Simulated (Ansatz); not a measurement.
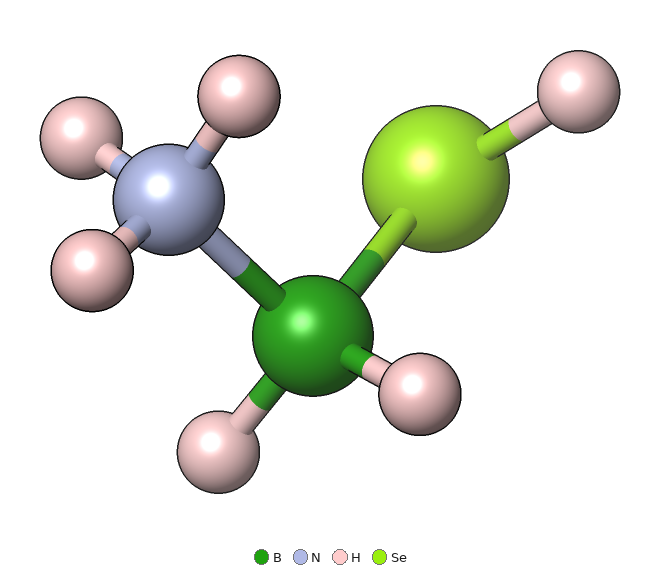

A ball-and-stick model of a molecule.

The geometry was computed by an optimisation with PBE0-D4/def2-TZVP.

Identify the structure.

It has 9 atoms: 1 boron, 6 hydrogen, 1 nitrogen and 1 selenium (BH6NSe). The point group is C1. Coordination: 1 B tetrahedral; 1 N tetrahedral; 1 Se bent.

The parts below concern this one geometry. Atoms keep their numbers from picture to picture.

**Geometry**

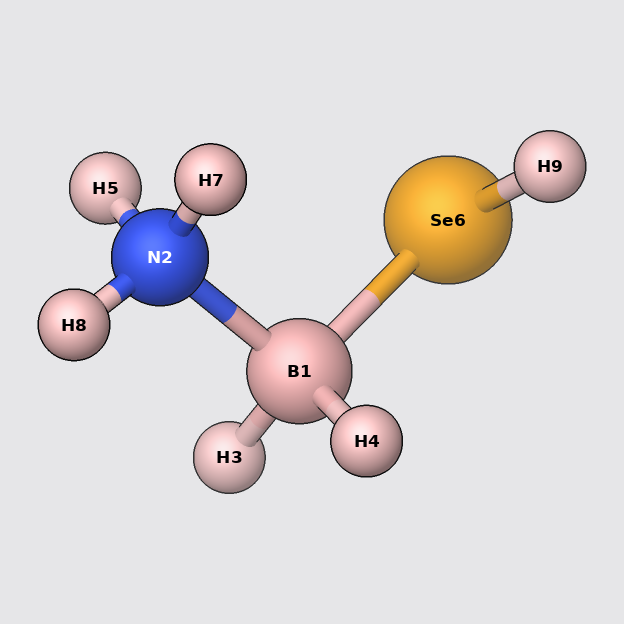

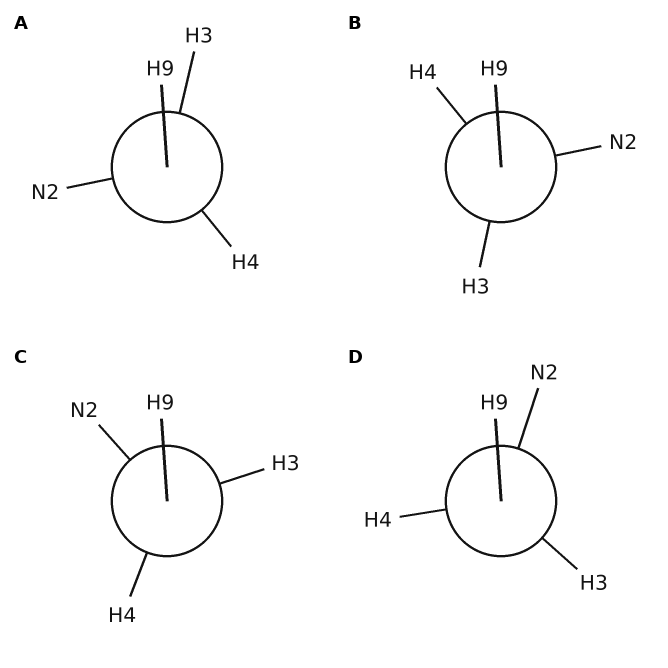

Atoms fade into the background with distance from the viewer. Bonds that would overlap in a projection are set slightly apart.

> Which Newman projection shows the view along Se6–B1, with Se6 in front?

B. The torsion angle H9–Se6–B1–N2 is 82°, about perpendicular.

**Dipole moment**

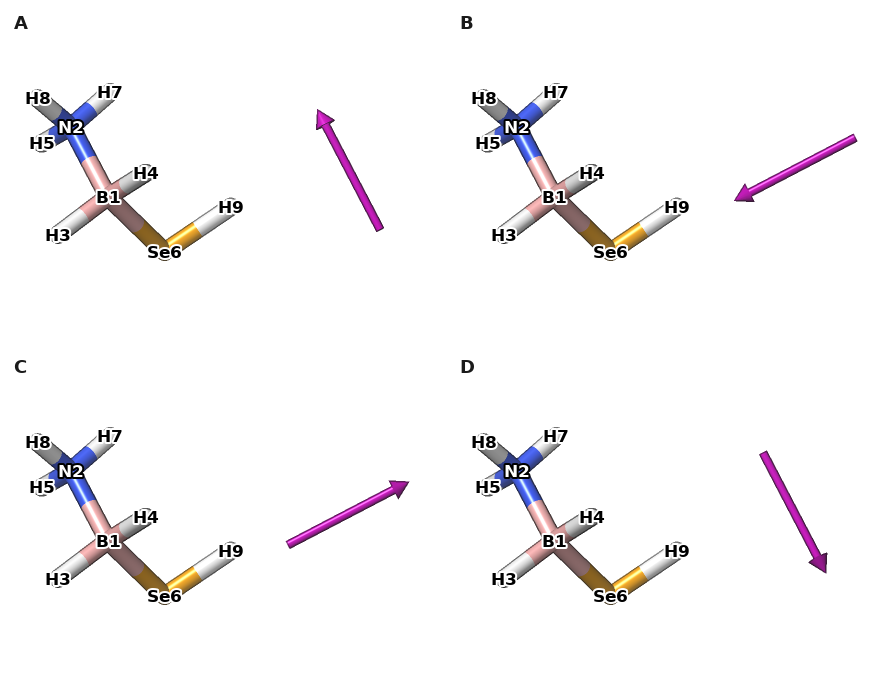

The same molecule four times, each with an arrow. Properties computed with RKS PBE0-D4/def2-TZVP (Ansatz 0.2.0).

> Which arrow points along the dipole moment, from the negative to the positive end?

A. The dipole moment is 5.97 D; it points from the side of Se6 to the side of H8 (the outermost atoms at the two ends).

**Vibrations**

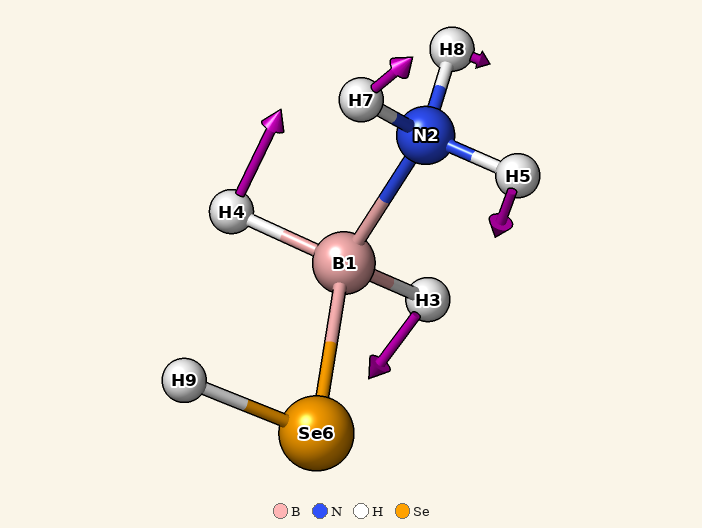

The arrows show one normal mode. Harmonic vibrations computed with RKS PBE0-D4/def2-TZVP (Ansatz 0.2.0) at a stationary point of the same level.

> Describe the motion.

Mostly angle bending.

> Estimate its harmonic wavenumber.

1092 cm⁻¹; it is mode 10 of 21 counted from the lowest.

**Electronic properties**

Level of theory: RKS PBE-D4/def2-SVP (Ansatz 0.2.0).

> What is the dispersion correction?

−14.6 kJ/mol.
